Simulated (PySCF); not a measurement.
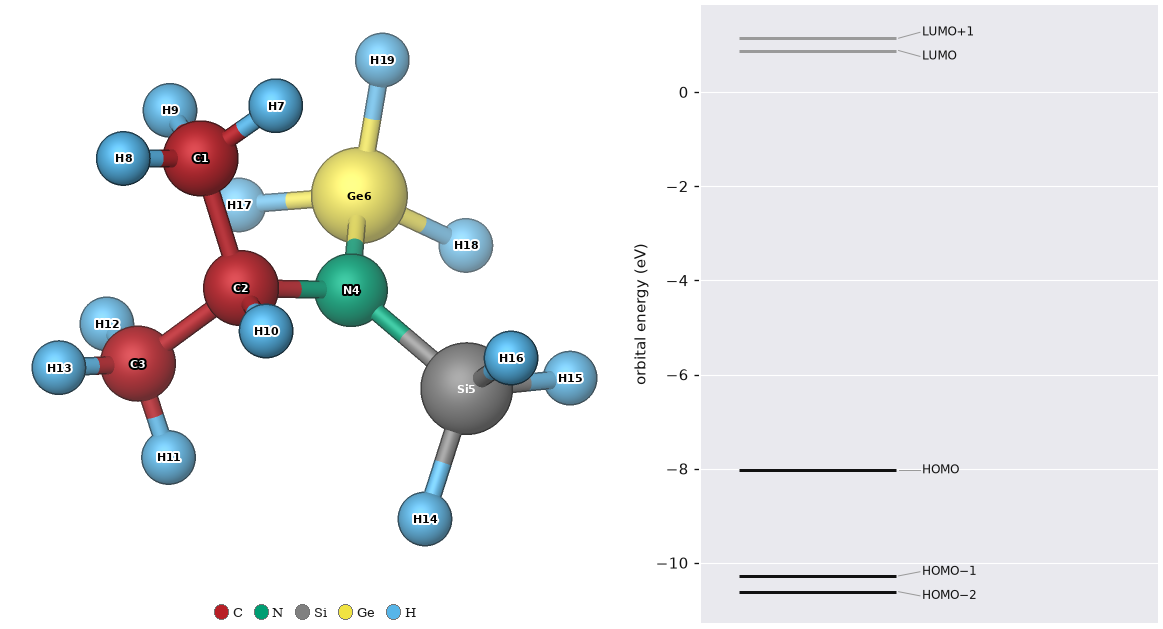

C₃H₁₃GeNSi, SMILES CC(C)[N]([SiH3])[GeH3], singlet. Kohn-Sham orbital energies near the frontier, CAM-B3LYP/def2-SVPD in PySCF 2.14.0, at a PBE0-D3(BJ)/def2-SVP geometry (no frequency check), isolated molecule; empty levels in grey, levels within 0.03 eV side by side.

> Where do the frontier orbitals lie?

HOMO at −8.03 eV, LUMO at 0.88 eV, 8.92 eV apart.

> How far below the HOMO does the next level lie?

2.24 eV.

> List the levels with the atoms that carry most of them (a dash for levels above zero or within 0.03 eV of another, where shares mean little).

| orbital | energy (eV) | Löwdin shares |
| --- | --- | --- |
| LUMO+1 | 1.14 | – |
| LUMO | 0.88 | – |
| HOMO | −8.03 | N4 53 %, Si5 9 %, Ge6 7 % |
| HOMO−1 | −10.28 | N4 20 %, C2 15 %, Ge6 12 % |
| HOMO−2 | −10.61 | Si5 27 %, H15 20 %, Ge6 13 % |

Known limits of this run: one conformer of a flexible molecule; empty levels above zero depend strongly on the basis.
